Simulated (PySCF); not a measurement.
**CH3Cl3SSi (Si(SMe)Cl3): density, localisation and related maps**

Input file:

```
{"job": {"kind": "nmr", "xc": "PBE0", "basis": "pcSseg-1"}, "charge": 0, "multiplicity": 1}
Si    -0.379868     0.872658    -1.045248
S     -0.491485     0.712406     1.048399
C      0.381730    -0.876977     1.258411
H     -0.168927    -1.692493     0.769547
H      0.422588    -1.062026     2.339472
H      1.404427    -0.816425     0.862328
Cl     1.561104     0.875161    -1.709117
Cl    -1.289893     2.620583    -1.573720
Cl    -1.306936    -0.702338    -1.975733
```

Run with:

```sh
OMP_NUM_THREADS=1 python probes_run.py task.json out
```

Geometry: PBE0-D3(BJ)/def2-SVP.

Method: PySCF, PBE0/pcSseg-1, SCF density, gas phase, non-relativistic.

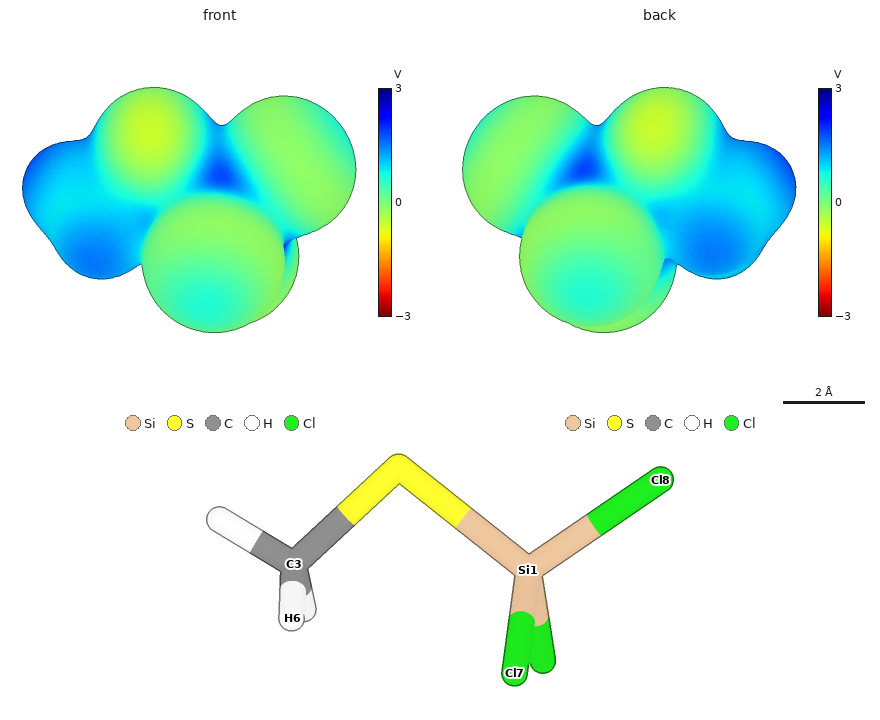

Figure 1. The electrostatic potential painted on the density surface at 0.004 e/bohr³, seen from the front and from behind; the colour scale runs from red (negative) to blue (positive). The bare structure is drawn below in the same view.

Q: Describe the electrostatic potential map.

A: The most negative region (about −0.6 V) lies over S2, the most positive (about +2.0 V) over Si1. Cl7 shows a σ-hole: about +0.7 V at the tip opposite its bond, against about 0.0 V on its flanks. Cl8 shows a σ-hole: about +0.7 V at the tip opposite its bond, against about −0.1 V on its flanks. Cl9 shows a σ-hole: about +0.7 V at the tip opposite its bond, against about +0.1 V on its flanks.

Q: What dipole moment does the calculation give?

A: Its dipole moment is 2.22 D.

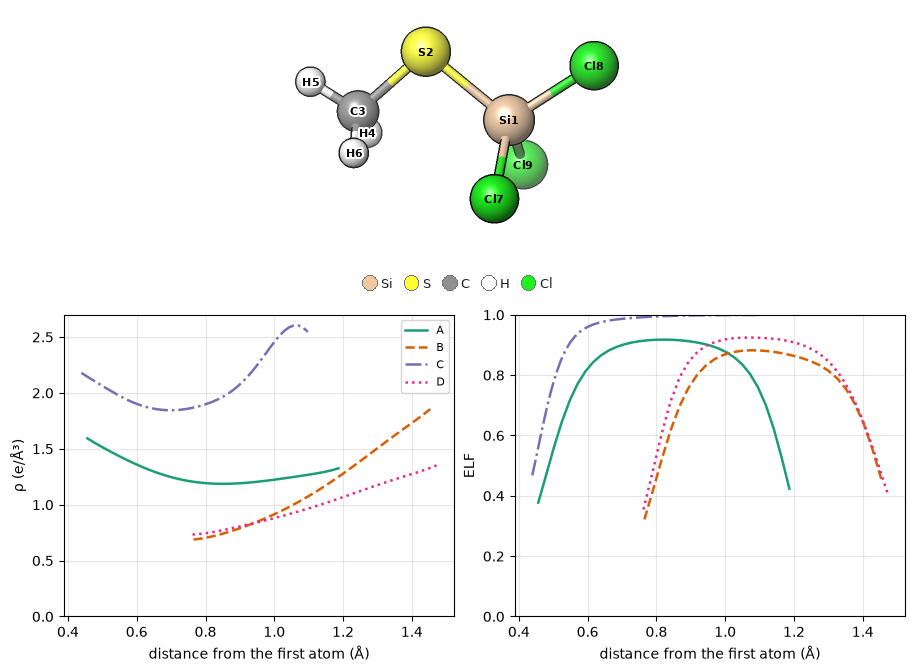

Figure 2. Total electron density and ELF along straight lines between neighbouring atoms. The curves leave out the atomic cores. The structure is drawn too.

Q: Which curve belongs to which contact (C–H, C–S, Si–Cl and Si–S)? The first atom named is at distance zero.

A: Curve A: C–S (1.83 Å): the density is about 1.2 e/Å³ at the midpoint; the ELF peaks at about 0.90 between the atoms; localised, covalent bonding. Curve B: Si–Cl (2.04 Å): ρ at the midpoint is about 0.94 e/Å³; the ELF peaks at about 0.90 between the atoms, as expected for a polar covalent bond. Curve C: C–H (1.10 Å): ρ at the midpoint is about 2 e/Å³; the ELF climbs to about 1 towards the hydrogen, as it does in any bond to H (a covalent bond by its length). Curve D: Si–S (2.10 Å): ρ at the midpoint is about 0.92 e/Å³; the ELF peaks at about 0.90 between the atoms, as expected for a covalent bond.
